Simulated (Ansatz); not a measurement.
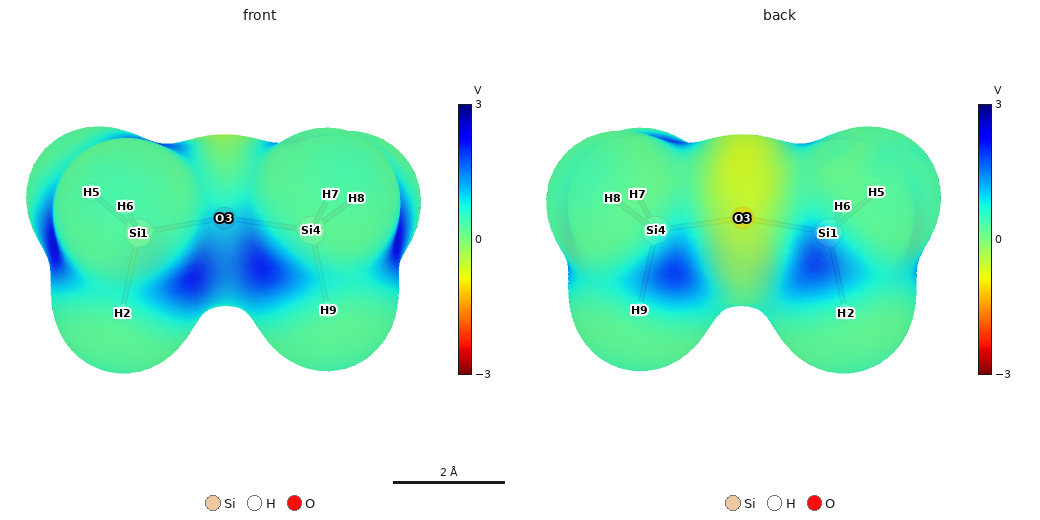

Figure 1: H$_{6}$OSi$_{2}$. The electrostatic potential painted on the density surface at 0.004 e/bohr³, seen from the front and from behind; red is negative and blue positive.

The product side of a reaction path; geometry: PBE0-D4/def2-TZVP.

Computed with Ansatz 0.2.0, RKS PBE0-D4/def2-TZVPP.

```csv
atom,x (Å),y (Å),z (Å)
Si,-0.6824,-1.0081,-0.9908
H,0.3735,-2.0408,-1.1576
O,-0.0443,0.3491,-0.3433
Si,0.6757,1.0614,0.9384
H,-1.2569,-0.6652,-2.3140
H,-1.7502,-1.5470,-0.1078
H,-0.2421,1.0588,2.1077
H,1.0060,2.4584,0.5678
H,1.9206,0.3335,1.2998
```

Which sites attract a positive test charge, and which a negative one?

Answer. A positive charge is drawn to the negative regions and a negative charge to the positive ones. The most negative region (about −0.7 V) lies over O3, the most positive (about +2.4 V) over Si1 and Si4.
